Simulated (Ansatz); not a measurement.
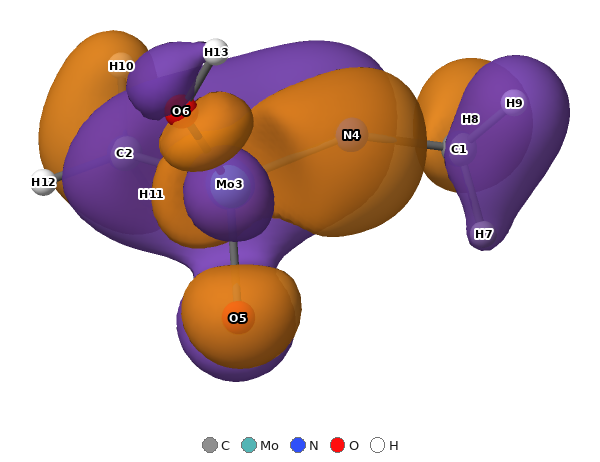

The picture shows: C$_{2}$H$_{7}$MoNO$_{2}$ (SMILES C[N]=[Mo]([CH3])(=[O])[OH]). The HOMO−1 at ±0.08 Å⁻³ᐟ² (orange and purple are the two phases), seen from one side.

Geometry: PBE0-D4/def2-SVP; core potentials replace the inner electrons of Mo.

The calculation used isolated molecule in a Gaussian basis; Kohn-Sham density functional theory, functional PBE0 in Ansatz 0.2.0.

```xyz
13

C    -0.5830    1.7249   -2.9862
C    -0.8931    0.7036    1.0874
Mo    0.5291    1.6533   -0.1493
N    -0.3456    1.9427   -1.6050
O     1.7310    0.5205   -0.4579
O     1.1219    3.2486    0.6492
H     0.1211    0.9888   -3.4145
H    -1.6097    1.3492   -3.1363
H    -0.4925    2.6685   -3.5512
H    -1.7519    1.3744    1.2482
H    -1.2555   -0.2312    0.6339
H    -0.4186    0.4699    2.0552
H     0.9554    4.1470    0.3460
```

**Where does this orbital lie, and at what energy?**

It lies mainly on N4 (about 30 %), Mo3 (about 20 %), C2 (about 15 %), O5 (about 10 %) and C1 (about 5 %). Its energy is −8.02 eV.
